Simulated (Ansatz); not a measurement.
A series of calculations on TaNH$_{4}$OF$_{4}$

### Relaxation

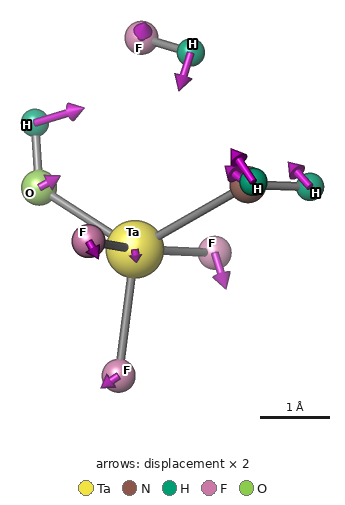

A relaxation of TaNH4OF4. The starting structure is drawn; purple arrows show the displacements, 2 times their true length. The two geometries are superimposed by the best rigid fit.

Style: ball-and-stick. Shown at a tilt.

The run prepares an end point of a later path (reaction) calculation, from a guessed geometry.

All numbers below come from Ansatz 0.2.0, RKS B3LYP-D4/def2-SVP.

Input
```yaml
crystal:
  periodic: [false, false, false]
  atoms:
    - { symbol: Ta, position_ang: [-0.005075, 0.22637, 0.038045] }
    - { symbol: "N", position_ang: [2.091355, 0.039124, 0.131234] }
    - { symbol: H, position_ang: [2.608705, 0.408475, 0.926621] }
    - { symbol: H, position_ang: [2.642875, 0.07367, -0.723888] }
    - { symbol: F, position_ang: [0.229116, 0.675313, 1.86894] }
    - { symbol: F, position_ang: [0.310056, -0.082091, -1.808815] }
    - { symbol: F, position_ang: [-0.890145, 1.839867, -0.316157] }
    - { symbol: O, position_ang: [-1.21058, -1.19054, 0.312797] }
    - { symbol: H, position_ang: [-0.993154, -2.0968, 0.582866] }
    - { symbol: F, position_ang: [1.012734, -2.608046, 0.914745] }
    - { symbol: H, position_ang: [1.771411, -2.104341, 0.721813] }
basis:
  gaussian: { orbitals: def2-SVP }
hamiltonian:
  xc: b3lyp
  dispersion: d4
relax:
  f_tol: 0.03
  max_steps: 50
```

Launched with:
```bash
ansatz run input.yaml --threads 4 --pin off --max-ram 5120MiB --backend cpu --events-out ev --progress --plain --runs-dir out
```

Question: Which element moves most?

Answer: Hydrogen: up to 0.43 Å, against 0.30 Å for fluorine.

Question: Describe the change and its energy.

Answer: The largest move after the best rigid fit is that of H9, 0.43 Å. Largest moves by element: H 0.43 Å, F 0.30 Å, N 0.27 Å, O 0.19 Å, Ta 0.11 Å. Near-neighbour distances that change, for instance: Ta1–H11 3.009 → 2.805 Å, Ta1–F10 3.137 → 3.340 Å, Ta1–N2 2.107 → 2.037 Å, F10–H11 0.931 → 0.962 Å. Among the angles between lasting bonds that change: N2–Ta1–O8 124.4° → 107.7°, N2–Ta1–F7 123.7° → 137.0°, Ta1–O8–H9 126.9° → 119.0°. Over 10 accepted moves (11 points after the start) the energy falls by 5.67 kcal/mol. The largest force component goes from 1.7 to 0.0056 eV/Å. The line search rejected the trial step at point 9 of the run.

### Relaxation

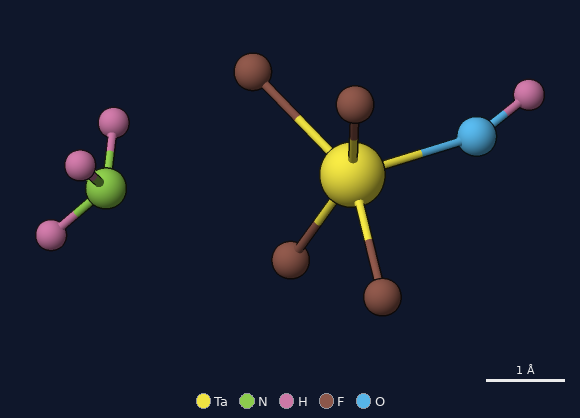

This is the input geometry for a relaxation of TaNH4OF4. Style: ball-and-stick. Shown from a free direction.

The run prepares an end point of a later path (reaction) calculation, from a guessed geometry.

Level of theory: RKS B3LYP-D4/def2-SVP in Ansatz.

The input:
```yaml
crystal:
  periodic: [false, false, false]
  atoms:
    - { symbol: Ta, position_ang: [-0.381877, -0.468733, 0.238473] }
    - { symbol: "N", position_ang: [2.90104, 0.115817, 0.15668] }
    - { symbol: H, position_ang: [3.446131, 0.462693, 0.944864] }
    - { symbol: H, position_ang: [3.44207, 0.256301, -0.695441] }
    - { symbol: F, position_ang: [0.023351, -0.07739, 2.045827] }
    - { symbol: F, position_ang: [0.006925, -0.536388, -1.612721] }
    - { symbol: F, position_ang: [-0.711061, 1.372284, 0.010822] }
    - { symbol: O, position_ang: [-2.055776, -1.247427, 0.339927] }
    - { symbol: H, position_ang: [-2.748524, -1.890021, 0.518921] }
    - { symbol: F, position_ang: [0.883271, -1.900339, 0.415654] }
    - { symbol: H, position_ang: [2.76175, -0.905797, 0.285196] }
basis:
  gaussian: { orbitals: def2-SVP }
hamiltonian:
  xc: b3lyp
  dispersion: d4
relax:
  f_tol: 0.03
  max_steps: 50
```

Launched with:
```bash
ansatz run input.yaml --threads 4 --pin off --max-ram 5120MiB --backend cpu --events-out ev --progress --plain --runs-dir out
```

Question: Where does the relaxation end?

Answer: The energy falls by 97.1 kJ/mol in 8 accepted moves (9 points after the start). Largest force component: 0.95 eV/Å at the start, 0.022 eV/Å at the end. The line search rejected the trial step at point 5 of the run. The largest moves after the best rigid fit, 0.89 Å, are those of H3 and H4. By element the largest moves are H 0.89 Å, F 0.61 Å, N 0.59 Å, Ta 0.45 Å, O 0.35 Å. Near-neighbour distances that change, for instance: Ta1–H3 4.003 → 2.887 Å, Ta1–N2 3.336 → 2.349 Å, Ta1–H11 3.174 → 2.859 Å, Ta1–F7 1.884 → 1.907 Å. New bonds form, among them: Ta1–N2 (3.34 → 2.35 Å). Among the angles between lasting bonds that change: Ta1–O8–H9 160.7° → 177.8°, F7–Ta1–F10 148.8° → 159.4°, O8–Ta1–F10 106.1° → 100.0°.

The structure at the end:

```xyz
11

Ta    0.0546   -0.5934    0.2653
N     2.3254   -0.0012    0.1701
H     2.5790    0.6456    0.9199
H     2.5663    0.4358   -0.7219
F     0.4024   -0.2681    2.1131
F     0.3677   -0.7402   -1.6112
F    -0.1030    1.2926    0.0273
O    -1.7434   -1.0801    0.3449
H    -2.6576   -1.3647    0.3936
F     0.8726   -2.3062    0.4744
H     2.9033   -0.8390    0.2727
```

The end point in the same view:

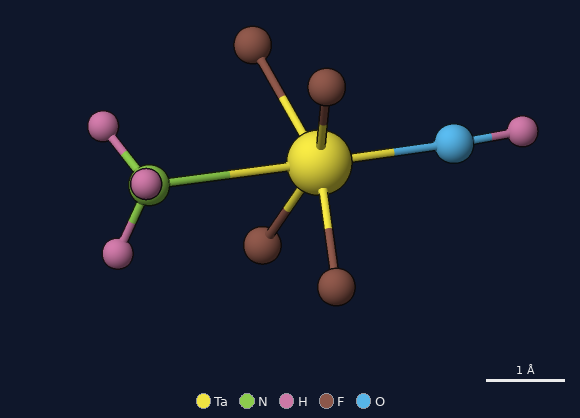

### Path

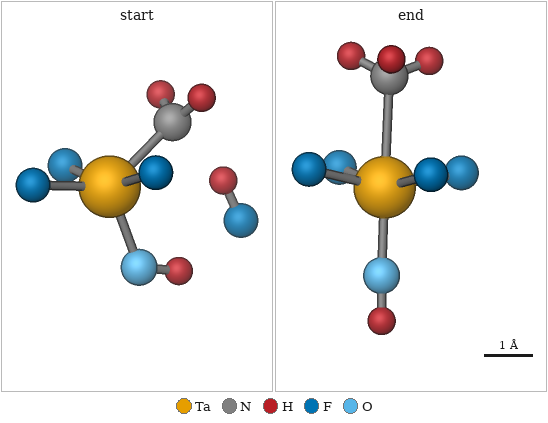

The two relaxed end points of a path for TaNH₄OF₄. Style: ball-and-stick. Shown at a tilt.

The calculation used RKS B3LYP-D4/def2-SVP (Ansatz 0.2.0).

Settings: 7 movable images; climbing image; force threshold 0.05 eV/Å; iteration limit 60.

Start:
```xyz
11

Ta   -0.0362    0.3280    0.0359
N     1.9323   -0.1657    0.2143
H     2.4767    0.1635    1.0123
H     2.5264   -0.2270   -0.6133
F     0.2281    0.9603    1.8069
F     0.3353    0.0792   -1.8097
F    -1.0395    1.8740   -0.3699
O    -1.0402   -1.2085    0.3807
H    -0.5704   -2.0472    0.5926
F     1.1501   -2.7017    0.7892
H     1.6049   -1.8738    0.6090
```

End:
```xyz
11

Ta    0.0564   -0.6011    0.2605
N     2.3206    0.0178    0.1787
H     2.5379    0.7469    0.8613
H     2.5872    0.3592   -0.7471
F     0.3329   -0.0702    2.0723
F     0.4388   -0.9461   -1.5768
F    -0.1191    1.2445   -0.1880
O    -1.7363   -1.1084    0.3315
H    -2.6476   -1.4024    0.3798
F     0.8903   -2.2659    0.6839
H     2.9062   -0.7933    0.3922
```

Predict the minimum-energy path and its barrier.

Forward barrier 0.8 kcal/mol, backward barrier 42.6 kcal/mol, with image 1 at the top; the reaction energy is −41.7 kcal/mol. Breaking: F10–H11 (0.96 → 0.97 at the top → 2.51 Å). Forming: N2–H11 (1.78 → 1.71 at the top → 1.02 Å), Ta1–F10 (3.34 → 2.97 at the top → 1.91 Å). The band is converged.

Energies of the converged images:

```csv
image,path (Å),E (kcal/mol)
0,0.00,0.0
1,0.86,0.8
2,1.38,-1.8
3,1.91,-20.7
4,2.43,-32.0
5,2.96,-36.7
6,3.48,-39.5
7,4.01,-41.1
8,4.53,-41.7
```

The geometry at the top of the path:

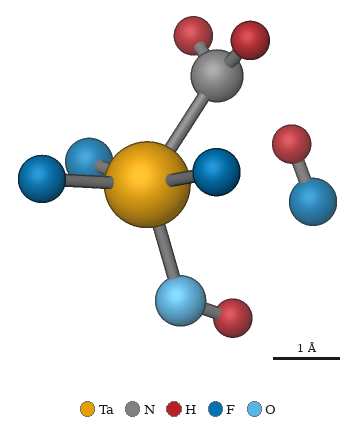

The run took 6.5 min on 4 threads of Arm Neoverse V2 (shared host), peak memory 0.41 GiB.
